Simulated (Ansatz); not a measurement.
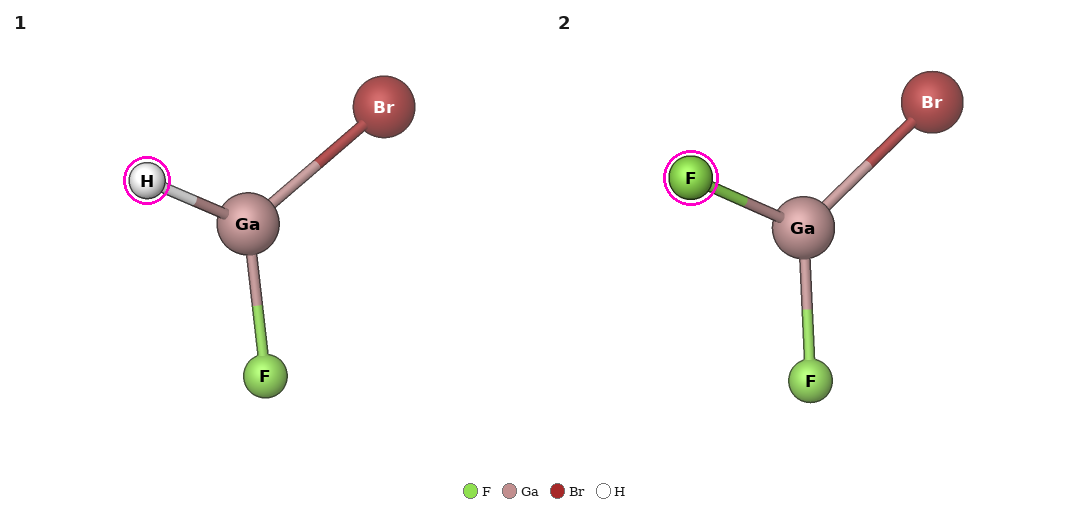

2 molecules with one skeleton, seen from the same side and at one scale; the atom that differs is circled. Each species is neutral and a spin singlet. Computed geometries: PBE0-D4/def2-TZVP optimisations, one conformation each. Properties computed with Ansatz 0.2.0.

One atom differs, called X below: H in panel 1, F in panel 2. Their formulas are BrFGaH (`[F][GaH][Br]`), GaBrF2 (`[F][Ga]([F])[Br]`).

In which is the angle F–Ga–X larger (PBE0-D4/def2-TZVP)?

Answer. In panel 1 (X = H).

In which is the dipole moment larger (ωB97M-V/def2-TZVPP)?

Answer. In panel 1 (X = H).

Give the values. With PBE0-D4/def2-TZVP: length of X–Ga (Å), angle F–Ga–X (°). With ωB97M-V/def2-TZVPP: dipole moment (D), HOMO energy (Kohn–Sham orbital) (eV), HOMO–LUMO gap (eV).

```
                            quantity   1 (H)   2 (F)   2 − 1
                  length of X–Ga (Å)   1.543   1.731  +0.188
                    angle F–Ga–X (°)   120.1   115.9    −4.2
                   dipole moment (D)    2.03    1.34   −0.69
HOMO energy (Kohn–Sham orbital) (eV)  −11.00  −11.67   −0.67
                  HOMO–LUMO gap (eV)   11.10   11.42   +0.32
```
